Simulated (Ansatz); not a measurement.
## Geometry relaxation, with input and output: CH10BNOSi2 (part 2 of 2)

Continued. System: CH10BNOSi2. Method: RKS BLYP-D4/cc-pVDZ (Ansatz 0.2.0). It belongs to a series of runs on one base structure; here: end point A relaxed.

Geometry of the input (Å):
```
B  1.9425  -0.6044  -1.6037
O  1.6918  0.1817  -0.3719
Si -0.0217  0.1070  -0.0201
C  -0.4275  -1.6368  0.3982
N  -0.9597  0.7102  -1.3993
Si -0.3846  1.3978  1.7810
H  1.8698  0.0027  -2.6510
H  2.1967  -1.6938  -1.5879
H  0.1272  -2.0129  1.2770
H  -0.3657  -2.2936  -0.4653
H  -1.5785  -1.6571  0.7267
H  -0.6706  1.7238  -1.5069
H  -2.0078  0.7435  -1.0870
H  0.3756  0.8939  2.9375
H  -0.0001  2.7539  1.4889
H  -1.8102  1.3612  2.1280
```

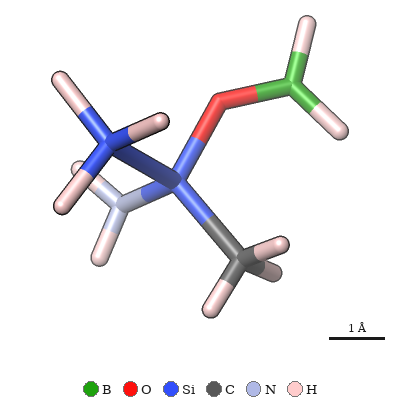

*The geometry at step 16 of the log (stick view, seen at a tilt).*

Trajectory as extended XYZ, continued
```
16
Properties=species:S:1:pos:R:3:forces:R:3 step=8 energy=-21169.23932
B     2.1976   -0.4471   -1.5495    0.0294   0.1415  -0.0586
O     1.3385    0.2890   -0.7889    0.1412  -0.0099  -0.1435
Si   -0.2054    0.0791   -0.0527   -0.0787   0.0161  -0.0750
C    -0.6465   -1.7129    0.3532   -0.0227  -0.0362   0.0111
N    -1.2790    0.6078   -1.3548   -0.0712  -0.0176   0.0360
Si   -0.2020    1.4748    1.8660    0.0096   0.0024   0.0465
H     2.9133    0.1702   -2.3417   -0.0920  -0.1848   0.2707
H     2.2515   -1.6658   -1.4455   -0.0413   0.0824  -0.0210
H     0.0369   -2.1396    1.1151    0.0086   0.0139  -0.0168
H    -0.5974   -2.3396   -0.5603    0.0040  -0.0090   0.0036
H    -1.6809   -1.7665    0.7601    0.0664   0.0107  -0.0252
H    -1.1505    1.5838   -1.6533   -0.0261  -0.0171   0.0020
H    -2.2850    0.4503   -1.2060    0.0416   0.0175   0.0186
H     0.6672    0.9670    2.9890    0.0154  -0.0122  -0.0156
H     0.2363    2.8746    1.5240    0.0014   0.0080  -0.0262
H    -1.6174    1.5521    2.3895    0.0144  -0.0058  -0.0066
16
Properties=species:S:1:pos:R:3:forces:R:3 step=9 energy=-21169.28056
B     2.1884   -0.4656   -1.4985   -0.0029   0.0787  -0.0272
O     1.3181    0.3368   -0.8241    0.1446  -0.0057  -0.1040
Si   -0.2195    0.0987   -0.0738   -0.0988   0.0229  -0.0886
C    -0.6107   -1.7068    0.3121   -0.0534  -0.0458   0.0533
N    -1.3303    0.6160   -1.3500   -0.0254  -0.0011   0.0375
Si   -0.1963    1.4826    1.8550    0.0095  -0.0104   0.0303
H     3.0264    0.0818   -2.2024   -0.0394  -0.0508   0.1390
H     2.1348   -1.6820   -1.4095   -0.0437   0.0147   0.0170
H     0.1043   -2.1303    1.0466    0.0022   0.0027  -0.0368
H    -0.5834   -2.3174   -0.6134    0.0221   0.0000   0.0202
H    -1.6297   -1.7841    0.7518    0.0521   0.0011  -0.0190
H    -1.2275    1.5956   -1.6474   -0.0267  -0.0201   0.0093
H    -2.3284    0.4429   -1.1690    0.0344   0.0185   0.0065
H     0.7051    0.9735    2.9525    0.0062  -0.0022  -0.0171
H     0.2257    2.8854    1.5035    0.0010   0.0053  -0.0163
H    -1.5998    1.5501    2.4108    0.0181  -0.0078  -0.0041
16
Properties=species:S:1:pos:R:3:forces:R:3 step=10 energy=-21169.29450
B     2.1624   -0.4768   -1.4653    0.4494  -0.0435   0.1127
O     1.3028    0.3793   -0.8567   -0.1342   0.0523  -0.0579
Si   -0.2382    0.1108   -0.1085   -0.0585   0.0963   0.0508
C    -0.5853   -1.7026    0.2846   -0.0075  -0.0686  -0.0097
N    -1.3771    0.6315   -1.3583   -0.0019  -0.0191   0.0431
Si   -0.1828    1.4764    1.8352   -0.0114   0.0086  -0.0098
H     3.1260    0.0244   -2.0453   -0.2479  -0.1672   0.0602
H     2.0227   -1.6907   -1.3613   -0.0208   0.1270  -0.1309
H     0.1615   -2.1154    0.9944   -0.0196   0.0462  -0.0297
H    -0.5606   -2.3105   -0.6422   -0.0169  -0.0135   0.0071
H    -1.5894   -1.8070    0.7503    0.0413   0.0099  -0.0236
H    -1.2946    1.6177   -1.6409    0.0002  -0.0218   0.0117
H    -2.3675    0.4522   -1.1445    0.0113  -0.0027  -0.0072
H     0.7513    0.9731    2.9084    0.0009  -0.0018  -0.0313
H     0.2187    2.8825    1.4686   -0.0029  -0.0011   0.0098
H    -1.5726    1.5320    2.4257    0.0184  -0.0009   0.0047
16
Properties=species:S:1:pos:R:3:forces:R:3 step=11 energy=-21169.30813
B     2.2092   -0.4793   -1.3775    0.1155  -0.1239  -0.0903
O     1.2541    0.3845   -0.9541   -0.1162   0.0956   0.1261
Si   -0.2660    0.1279   -0.1546   -0.0509  -0.0765  -0.0417
C    -0.6044   -1.6931    0.2425    0.0400   0.0879   0.0210
N    -1.4399    0.6464   -1.3717    0.0024   0.0493   0.0847
Si   -0.1495    1.4682    1.8065   -0.0077   0.0141  -0.0375
H     3.1679   -0.0085   -1.9633    0.0001  -0.0135   0.0178
H     2.1076   -1.6808   -1.1805    0.0135   0.0315   0.0115
H     0.1610   -2.0888    0.9405   -0.0156  -0.0142  -0.0206
H    -0.6002   -2.3105   -0.6770    0.0135  -0.0036  -0.0278
H    -1.5959   -1.7948    0.7310   -0.0054   0.0010   0.0125
H    -1.3981    1.6488   -1.6023   -0.0144  -0.0202  -0.0349
H    -2.4175    0.4272   -1.1369    0.0031  -0.0056  -0.0138
H     0.8426    0.9473    2.8155    0.0082  -0.0040  -0.0082
H     0.2155    2.8896    1.4631    0.0076  -0.0037  -0.0064
H    -1.5090    1.4930    2.4630    0.0062  -0.0141   0.0074
16
Properties=species:S:1:pos:R:3:forces:R:3 step=12 energy=-21169.30383 accepted=F
B     2.2276   -0.4844   -1.3368   -0.4580   0.3227   0.2210
O     1.2295    0.3932   -0.9742    0.4675  -0.4523  -0.1313
Si   -0.2892    0.1316   -0.1711    0.0150  -0.0372  -0.0799
C    -0.6140   -1.6945    0.2174    0.0209   0.1168   0.0435
N    -1.4770    0.6579   -1.3713   -0.0220   0.0590   0.0728
Si   -0.1358    1.4740    1.7854   -0.0006  -0.0684   0.0119
H     3.1997   -0.0259   -1.9008    0.0131   0.0598  -0.0394
H     2.1481   -1.6776   -1.0860   -0.0460   0.0627   0.0052
H     0.1647   -2.0901    0.9005   -0.0179  -0.0155  -0.0213
H    -0.6212   -2.3056   -0.7065    0.0124   0.0029  -0.0265
H    -1.5967   -1.8026    0.7217   -0.0101  -0.0139   0.0103
H    -1.4500    1.6650   -1.5874   -0.0099  -0.0651  -0.0193
H    -2.4504    0.4226   -1.1310    0.0278   0.0015  -0.0274
H     0.9006    0.9414    2.7456   -0.0172   0.0276  -0.0074
H     0.2123    2.9006    1.4447   -0.0102  -0.0133  -0.0093
H    -1.4710    1.4716    2.4941    0.0351   0.0127  -0.0029
16
Properties=species:S:1:pos:R:3:forces:R:3 step=13 energy=-21169.30893
B     2.2018   -0.4802   -1.3609   -0.0294   0.1012  -0.0491
O     1.2616    0.3982   -0.9070    0.1082  -0.1379  -0.0782
Si   -0.2760    0.1236   -0.1465    0.0007   0.0665   0.0219
C    -0.5986   -1.6990    0.2380   -0.0040   0.0090   0.0071
N    -1.4428    0.6485   -1.3677    0.0074  -0.0062   0.0488
Si   -0.1538    1.4767    1.8018   -0.0107  -0.0381   0.0063
H     3.1786   -0.0155   -1.9338   -0.1138  -0.0497   0.0987
H     2.0635   -1.6841   -1.2024    0.0320   0.0500   0.0019
H     0.1730   -2.1043    0.9245   -0.0212   0.0270  -0.0231
H    -0.5919   -2.3019   -0.6921   -0.0122  -0.0065  -0.0019
H    -1.5874   -1.8149    0.7308    0.0176  -0.0031  -0.0147
H    -1.3951    1.6460   -1.6168    0.0044  -0.0271   0.0008
H    -2.4235    0.4342   -1.1407    0.0197  -0.0084  -0.0187
H     0.8594    0.9621    2.7943   -0.0001   0.0106  -0.0072
H     0.2091    2.8938    1.4376   -0.0148  -0.0047   0.0040
H    -1.5008    1.4939    2.4852    0.0163   0.0174   0.0034
16
Properties=species:S:1:pos:R:3:forces:R:3 step=14 energy=-21169.31174
B     2.2056   -0.4853   -1.3441    0.0186   0.0040  -0.0039
O     1.2488    0.3821   -0.9185    0.0155   0.0168  -0.0007
Si   -0.2864    0.1281   -0.1487    0.0558   0.0081   0.1059
C    -0.6118   -1.6939    0.2231   -0.0324  -0.0202   0.0045
N    -1.4486    0.6501   -1.3644   -0.0049   0.0564  -0.0411
Si   -0.1430    1.4813    1.8082    0.0137  -0.0350  -0.0607
H     3.1795   -0.0150   -1.9049   -0.0166  -0.0047   0.0112
H     2.0933   -1.6869   -1.1631    0.0028   0.0049   0.0031
H     0.1598   -2.1058    0.9038   -0.0032   0.0044  -0.0083
H    -0.6048   -2.2837   -0.7156    0.0034  -0.0139   0.0033
H    -1.6008   -1.8201    0.7114    0.0044   0.0047   0.0046
H    -1.4216    1.6493   -1.6057   -0.0214  -0.0163  -0.0077
H    -2.4253    0.3949   -1.1750   -0.0323  -0.0016   0.0030
H     0.9060    0.9838    2.7703    0.0061  -0.0038  -0.0018
H     0.1924    2.9016    1.4325   -0.0013   0.0092  -0.0037
H    -1.4656    1.4965    2.5350   -0.0082  -0.0129  -0.0075
16
Properties=species:S:1:pos:R:3:forces:R:3 step=15 energy=-21169.31280
B     2.2158   -0.4816   -1.3275   -0.0961   0.0293   0.0217
O     1.2407    0.3837   -0.9339    0.0686  -0.0540  -0.0208
Si   -0.2913    0.1291   -0.1571    0.0503  -0.0069   0.0535
C    -0.6202   -1.6935    0.2170   -0.0186   0.0124   0.0062
N    -1.4615    0.6542   -1.3663   -0.0062   0.0525  -0.0082
Si   -0.1302    1.4768    1.7978   -0.0191  -0.0348  -0.0318
H     3.1853   -0.0135   -1.8901    0.0426   0.0302  -0.0174
H     2.1189   -1.6801   -1.1207   -0.0063   0.0017   0.0179
H     0.1548   -2.1035    0.8946    0.0001  -0.0067  -0.0046
H    -0.6209   -2.2876   -0.7190    0.0059  -0.0072  -0.0020
H    -1.6059   -1.8145    0.7126   -0.0022   0.0014   0.0066
H    -1.4397    1.6558   -1.5997   -0.0182  -0.0246  -0.0084
H    -2.4369    0.3959   -1.1702   -0.0062   0.0018  -0.0030
H     0.9285    0.9791    2.7506   -0.0060   0.0040  -0.0107
H     0.1915    2.9018    1.4274   -0.0004   0.0012  -0.0022
H    -1.4517    1.4751    2.5287    0.0118  -0.0003   0.0032
16
Properties=species:S:1:pos:R:3:forces:R:3 step=16 energy=-21169.31335
B     2.2215   -0.4806   -1.3204   -0.0897   0.0316   0.0632
O     1.2389    0.3839   -0.9427    0.0549  -0.0679  -0.0236
Si   -0.2915    0.1287   -0.1623    0.0013  -0.0051   0.0124
C    -0.6249   -1.6936    0.2133   -0.0041   0.0212   0.0005
N    -1.4675    0.6588   -1.3658   -0.0032   0.0335   0.0036
Si   -0.1293    1.4732    1.7903    0.0031  -0.0235   0.0046
H     3.1929   -0.0130   -1.8792    0.0418   0.0303  -0.0350
H     2.1325   -1.6765   -1.0944   -0.0122   0.0056   0.0036
H     0.1528   -2.1046    0.8871    0.0007  -0.0095  -0.0018
H    -0.6323   -2.2899   -0.7213    0.0041  -0.0028  -0.0025
H    -1.6079   -1.8103    0.7153   -0.0021   0.0028   0.0038
H    -1.4490    1.6613   -1.5953   -0.0117  -0.0258  -0.0049
H    -2.4420    0.3981   -1.1665    0.0127   0.0023  -0.0060
H     0.9421    0.9762    2.7300   -0.0123   0.0133  -0.0077
H     0.1839    2.9005    1.4197   -0.0026  -0.0028   0.0002
H    -1.4429    1.4647    2.5365    0.0192  -0.0032  -0.0103
16
Properties=species:S:1:pos:R:3:forces:R:3 step=17 energy=-21169.31391
B     2.2319   -0.4784   -1.3007   -0.0879  -0.0233   0.0018
O     1.2342    0.3794   -0.9544    0.0162  -0.0339   0.0150
Si   -0.2944    0.1292   -0.1686   -0.0233  -0.0208  -0.0136
C    -0.6361   -1.6919    0.2062    0.0046   0.0203  -0.0099
N    -1.4741    0.6651   -1.3658   -0.0102   0.0204   0.0121
Si   -0.1205    1.4678    1.7832    0.0098   0.0054   0.0363
H     3.1967   -0.0102   -1.8691    0.0656   0.0309  -0.0265
H     2.1566   -1.6715   -1.0513   -0.0032   0.0247   0.0191
H     0.1440   -2.1077    0.8739    0.0049  -0.0139   0.0046
H    -0.6527   -2.2880   -0.7286    0.0041   0.0015  -0.0014
H    -1.6161   -1.8039    0.7149   -0.0044   0.0042   0.0047
H    -1.4655    1.6690   -1.5886   -0.0086  -0.0215  -0.0030
H    -2.4467    0.3900   -1.1752    0.0318   0.0078  -0.0064
H     0.9731    0.9856    2.7058   -0.0197   0.0115  -0.0157
H     0.1682    2.9001    1.4103   -0.0034  -0.0081   0.0018
H    -1.4212    1.4426    2.5522    0.0237  -0.0052  -0.0189
16
Properties=species:S:1:pos:R:3:forces:R:3 step=18 energy=-21169.31412
B     2.2359   -0.4780   -1.2881    0.0243  -0.0473   0.0628
O     1.2288    0.3740   -0.9630   -0.0436  -0.0006  -0.0032
Si   -0.2985    0.1291   -0.1733   -0.0095  -0.0213  -0.0280
C    -0.6483   -1.6905    0.1984    0.0042   0.0025  -0.0168
N    -1.4797    0.6721   -1.3648   -0.0270  -0.0047   0.0230
Si   -0.1062    1.4629    1.7770   -0.0078   0.0353   0.0591
H     3.2016   -0.0065   -1.8558    0.0306   0.0003  -0.0409
H     2.1794   -1.6649   -1.0007   -0.0118   0.0416  -0.0226
H     0.1344   -2.1148    0.8576    0.0050  -0.0075   0.0071
H    -0.6756   -2.2837   -0.7384    0.0003   0.0067   0.0040
H    -1.6249   -1.7981    0.7147   -0.0026   0.0022   0.0023
H    -1.4815    1.6766   -1.5825   -0.0034  -0.0090   0.0009
H    -2.4502    0.3809   -1.1871    0.0473   0.0154  -0.0066
H     1.0096    1.0052    2.6866   -0.0296   0.0032  -0.0335
H     0.1488    2.9017    1.4006   -0.0060  -0.0209   0.0059
H    -1.3965    1.4112    2.5629    0.0296   0.0041  -0.0134
16
Properties=species:S:1:pos:R:3:forces:R:3 step=19 energy=-21169.31455
B     2.2362   -0.4786   -1.2880    0.0081  -0.0439   0.0116
O     1.2302    0.3736   -0.9602   -0.0315   0.0084   0.0106
Si   -0.2974    0.1288   -0.1714   -0.0106  -0.0061  -0.0162
C    -0.6461   -1.6910    0.1993    0.0025   0.0007  -0.0101
N    -1.4772    0.6714   -1.3639   -0.0224  -0.0026   0.0089
Si   -0.1109    1.4662    1.7788    0.0049   0.0133   0.0391
H     3.1997   -0.0091   -1.8624    0.0261   0.0022  -0.0181
H     2.1756   -1.6664   -1.0079   -0.0024   0.0305  -0.0039
H     0.1359   -2.1157    0.8593    0.0037  -0.0057   0.0050
H    -0.6718   -2.2831   -0.7382    0.0009   0.0049   0.0026
H    -1.6234   -1.7996    0.7140   -0.0028   0.0017   0.0026
H    -1.4777    1.6756   -1.5825   -0.0037  -0.0067   0.0005
H    -2.4477    0.3815   -1.1864    0.0321   0.0107  -0.0053
H     1.0041    1.0018    2.6849   -0.0227   0.0091  -0.0184
H     0.1481    2.9042    1.4037   -0.0039  -0.0169   0.0032
H    -1.4003    1.4174    2.5651    0.0216   0.0005  -0.0121
16
Properties=species:S:1:pos:R:3:forces:R:3 step=20 energy=-21169.31473
B     2.2372   -0.4795   -1.2841    0.0023   0.0046   0.0013
O     1.2276    0.3731   -0.9646    0.0082  -0.0082  -0.0150
Si   -0.2988    0.1291   -0.1742    0.0012   0.0138   0.0229
C    -0.6464   -1.6910    0.1966   -0.0021   0.0059  -0.0051
N    -1.4782    0.6764   -1.3640    0.0126  -0.0181   0.0052
Si   -0.1100    1.4649    1.7795   -0.0025  -0.0031  -0.0030
H     3.1937   -0.0179   -1.8791    0.0004   0.0009   0.0035
H     2.1855   -1.6597   -0.9782   -0.0009  -0.0018  -0.0002
H     0.1348   -2.1161    0.8575    0.0012   0.0028  -0.0025
H    -0.6706   -2.2819   -0.7414   -0.0031  -0.0049  -0.0010
H    -1.6242   -1.7998    0.7107   -0.0012  -0.0004  -0.0032
H    -1.4821    1.6813   -1.5775   -0.0024   0.0066  -0.0014
H    -2.4465    0.3804   -1.1914   -0.0144   0.0012  -0.0006
H     1.0068    1.0020    2.6812   -0.0008   0.0006  -0.0015
H     0.1447    2.9028    1.4052    0.0003   0.0003   0.0001
H    -1.3962    1.4129    2.5680    0.0011  -0.0003   0.0003
16
Properties=species:S:1:pos:R:3:forces:R:3 step=21 energy=-21169.31483
B     2.2398   -0.4796   -1.2816    0.0036  -0.0051   0.0020
O     1.2248    0.3701   -0.9734   -0.0037   0.0083   0.0084
Si   -0.2990    0.1300   -0.1754    0.0028  -0.0023  -0.0066
C    -0.6483   -1.6899    0.1943    0.0019   0.0021   0.0024
N    -1.4814    0.6758   -1.3627   -0.0017  -0.0011   0.0006
Si   -0.1080    1.4649    1.7789    0.0033  -0.0018  -0.0055
H     3.1984   -0.0177   -1.8728   -0.0017   0.0012  -0.0008
H     2.1909   -1.6584   -0.9693    0.0010  -0.0009   0.0011
H     0.1347   -2.1160    0.8525   -0.0009  -0.0017   0.0007
H    -0.6760   -2.2809   -0.7436   -0.0004   0.0022  -0.0019
H    -1.6247   -1.7981    0.7110   -0.0011  -0.0005   0.0007
H    -1.4859    1.6801   -1.5792   -0.0001   0.0008   0.0005
H    -2.4498    0.3806   -1.1882   -0.0032   0.0007   0.0009
H     1.0111    1.0030    2.6781    0.0000  -0.0001  -0.0007
H     0.1434    2.9038    1.4063    0.0001  -0.0003  -0.0010
H    -1.3927    1.4093    2.5693    0.0001  -0.0014  -0.0008
16
Properties=species:S:1:pos:R:3:forces:R:3 step=22 energy=-21169.31488
B     2.2427   -0.4786   -1.2749    0.0019  -0.0079  -0.0004
O     1.2229    0.3689   -0.9764    0.0004   0.0006   0.0032
Si   -0.3005    0.1298   -0.1775    0.0003   0.0025  -0.0066
C    -0.6519   -1.6899    0.1916    0.0029   0.0003   0.0016
N    -1.4843    0.6780   -1.3621   -0.0041  -0.0067   0.0008
Si   -0.1044    1.4638    1.7760    0.0007  -0.0017  -0.0007
H     3.1993   -0.0172   -1.8702   -0.0034  -0.0020   0.0029
H     2.1997   -1.6551   -0.9512    0.0010   0.0101  -0.0012
H     0.1318   -2.1180    0.8477   -0.0013  -0.0005   0.0002
H    -0.6825   -2.2801   -0.7468   -0.0009   0.0026  -0.0009
H    -1.6274   -1.7969    0.7102   -0.0003  -0.0006  -0.0005
H    -1.4915    1.6827   -1.5765    0.0011   0.0013   0.0018
H    -2.4520    0.3788   -1.1900    0.0013   0.0022   0.0000
H     1.0213    1.0052    2.6686   -0.0020   0.0016  -0.0008
H     0.1393    2.9042    1.4030   -0.0003  -0.0031   0.0005
H    -1.3853    1.4017    2.5725    0.0026   0.0014   0.0002
16
Properties=species:S:1:pos:R:3:forces:R:3 step=23 energy=-21169.31490
B     2.2447   -0.4779   -1.2702   -0.0003  -0.0027   0.0033
O     1.2212    0.3682   -0.9791    0.0025  -0.0042  -0.0014
Si   -0.3018    0.1295   -0.1794   -0.0025   0.0006  -0.0020
C    -0.6542   -1.6901    0.1891    0.0034  -0.0006   0.0005
N    -1.4869    0.6791   -1.3619   -0.0021  -0.0064  -0.0006
Si   -0.1023    1.4624    1.7741    0.0013   0.0028   0.0023
H     3.1999   -0.0172   -1.8682   -0.0035  -0.0023   0.0022
H     2.2063   -1.6518   -0.9368   -0.0004   0.0097  -0.0026
H     0.1298   -2.1196    0.8439   -0.0015   0.0004  -0.0006
H    -0.6865   -2.2792   -0.7499   -0.0009   0.0012  -0.0003
H    -1.6292   -1.7966    0.7088    0.0002  -0.0003  -0.0010
H    -1.4957    1.6840   -1.5747    0.0016   0.0013   0.0020
H    -2.4540    0.3778   -1.1904    0.0015   0.0017   0.0002
H     1.0277    1.0065    2.6626   -0.0005   0.0002  -0.0008
H     0.1376    2.9030    1.3998    0.0001  -0.0013   0.0007
H    -1.3794    1.3991    2.5765    0.0010   0.0000  -0.0016
```

Key numbers

- outcome: converged
- total energy: −21169.3154 eV
- mean-field energy: −21168.4999 eV
- largest force (length of the vector) at the end: 0.010 eV/Å
- hardware: 2 threads of Arm Neoverse V1, 24 GiB of memory available, shared host
- wall time: 98 s (CPU time 3.2 min)
- peak memory: 0.22 GiB
